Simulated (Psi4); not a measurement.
**H2O (water): CCSD(T)/STO-3G (sweep point 1)**

What is the energy change on altering one bond length of H2O (water) at CCSD(T)/STO-3G (sweep point 1)? 

The results are computed with Psi4 1.11.

## (1) Starting point

The species is H2O (3 atoms), meant as a singlet with charge 0. SMILES: `O`. Geometry: relaxed at PBE0-D4/def2-TZVP.

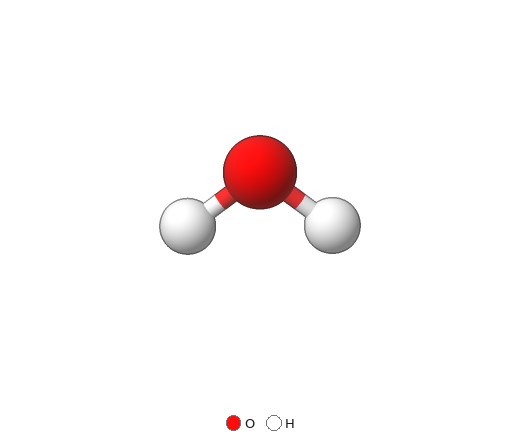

Viewed from a chosen angle; oxygen red, hydrogen white.

## (2) A single-point energy at CCSD(T)/STO-3G (sweep point 1)

File job.dat:

```
memory 1600 MB

molecule {
  0 1
  O     -0.302700     0.200200    -0.140600
  H      0.466500     0.548400     0.315300
  H     -0.163800    -0.748600    -0.174700
  symmetry c1
}

set globals {
  reference       rhf
  puream          true
  scf_type        pk
  num_frozen_docc 1
}

E = energy('ccsd(t)/STO-3G')
```

Started as:

```console
$ psi4 job.dat job.out -n 1
```

job.out:

```text
[...]
  Running in c1 symmetry.
[...]
  Nuclear repulsion =    9.171300754468179
[...]
  Multiplicity = 1
[...]
  Nalpha       = 5
  Nbeta        = 5
[...]
    Number of basis functions: 7
[...]
   @RHF iter   1:   -74.91367831356277   -6.97554e-01   3.54644e-02 DIIS/ADIIS
[...]
   @RHF iter   7:   -74.96307193913614   -1.51346e-11   1.68575e-09 DIIS
[...]
    Orbital Energies [Eh]
    ---------------------
    Doubly Occupied:
       1A    -20.241267     2A     -1.266564     3A     -0.617550
       4A     -0.451428     5A     -0.390679
[...]
  @RHF Final Energy:   -74.96307193913614
   => Energetics <=
    Nuclear Repulsion Energy =              9.1713007544681791
    One-Electron Energy =                -122.3337672811655210
    Two-Electron Energy =                  38.1993945875612084
    Total Energy =                        -74.9630719391361424
[...]
 Multipole Moments:
 ------------------------------------------------------------------------------------
     Multipole            Electronic (a.u.)      Nuclear  (a.u.)        Total (a.u.)
 ------------------------------------------------------------------------------------
 L = 1.  Multiply by 2.5417464519 to convert [e a0] to [Debye]
 Dipole X            :         -0.2528277            0.8318109            0.5789832
 Dipole Y            :          0.1526793           -0.5024246           -0.3497453
 Dipole Z            :         -0.0000000            0.0000000           -0.0000000
 Magnitude           :                                                    0.6764195
[...]
      * MP2 total energy                      =  -74.998580417325300
[...]
      * CCSD total energy                     =  -75.012563781625659
[...]
      * CCSD(T) total energy                  =  -75.012632541782793
[...]
```

It took 2.8 s on 1 thread of Intel Xeon Platinum 8488C (Sapphire Rapids), shared host; peak memory 0.18 GiB.

## (3) The distorted shape at the same level

File calc.dat:

```
memory 1.6 GB

molecule {
  O     -0.330477     0.389937    -0.133781
  H      0.438723     0.738137     0.322119
  H     -0.163800    -0.748600    -0.174700
  symmetry c1
}

set basis STO-3G
set puream true
set scf_type pk
set num_frozen_docc 1

energy('ccsd(t)')
```

Started as:

```console
$ psi4 calc.dat calc.out -n 1
```

calc.out:

```text
[...]
  Running in c1 symmetry.
[...]
  Nuclear repulsion =    8.403692091044611
[...]
  Multiplicity = 1
[...]
  Nalpha       = 5
  Nbeta        = 5
[...]
    Number of basis functions: 7
[...]
   @RHF iter   1:   -74.87608446197028   -8.53663e-01   3.85058e-02 ADIIS/DIIS
[...]
   @RHF iter   9:   -74.93948814626975   -5.68434e-14   9.23976e-10 DIIS
[...]
    Orbital Energies [Eh]
    ---------------------
    Doubly Occupied:
       1A    -20.254368     2A     -1.232355     3A     -0.571425
       4A     -0.436545     5A     -0.388400
[...]
  @RHF Final Energy:   -74.93948814626975
   => Energetics <=
    Nuclear Repulsion Energy =              8.4036920910446113
    One-Electron Energy =                -120.9201732702626799
    Two-Electron Energy =                  37.5769930329483088
    Total Energy =                        -74.9394881462697526
[...]
 Multipole Moments:
 ------------------------------------------------------------------------------------
     Multipole            Electronic (a.u.)      Nuclear  (a.u.)        Total (a.u.)
 ------------------------------------------------------------------------------------
 L = 1.  Multiply by 2.5417464519 to convert [e a0] to [Debye]
 Dipole X            :         -0.2867439            0.8494489            0.5627049
 Dipole Y            :          0.3750238           -0.6611468           -0.2861230
 Dipole Z            :          0.0000000           -0.0000000            0.0000000
 Magnitude           :                                                    0.6312711
[...]
      * MP2 total energy                      =  -74.984212299129553
[...]
      * CCSD total energy                     =  -75.003825557191234
[...]
      * CCSD(T) total energy                  =  -75.003914556377111
[...]
```

It took 2.8 s on 1 thread of Intel Xeon Platinum 8488C (Sapphire Rapids), shared host; peak memory 0.18 GiB.

## (4) Results

At CCSD(T)/STO-3G (sweep point 1), 1 core orbital frozen:

```
                                                         quantity         value
                                        first shape: total energy  -75.01263 Eh
                 first shape: HOMO energy (Hartree–Fock orbitals)     -10.63 eV
                 first shape: LUMO energy (Hartree–Fock orbitals)      16.39 eV
               first shape: HOMO–LUMO gap (Hartree–Fock orbitals)      27.02 eV
          first shape: correlation energy (1 core orbital frozen)     -49.6 mEh
                                      first shape: (T) correction     -0.07 mEh
                                       first shape: T1 diagnostic         0.005
                                    distorted shape: total energy  -75.00391 Eh
             distorted shape: HOMO energy (Hartree–Fock orbitals)     -10.57 eV
             distorted shape: LUMO energy (Hartree–Fock orbitals)      12.86 eV
           distorted shape: HOMO–LUMO gap (Hartree–Fock orbitals)      23.43 eV
      distorted shape: correlation energy (1 core orbital frozen)     -64.4 mEh
                                  distorted shape: (T) correction     -0.09 mEh
                                   distorted shape: T1 diagnostic         0.007
energy change with the O1–H3 bond stretched from 0.960 to 1.151 Å      0.237 eV
```

In words: With the O1–H3 bond stretched from 0.960 to 1.151 Å the energy rises by 0.24 eV (5.5 kcal/mol). The first shape isn't relaxed at this level, so the change isn't measured from a minimum. The minimal basis adds a large error of its own. The triples (first shape) make up 0.1 % of the correlation energy. The triples (distorted shape) make up 0.1 % of the correlation energy.
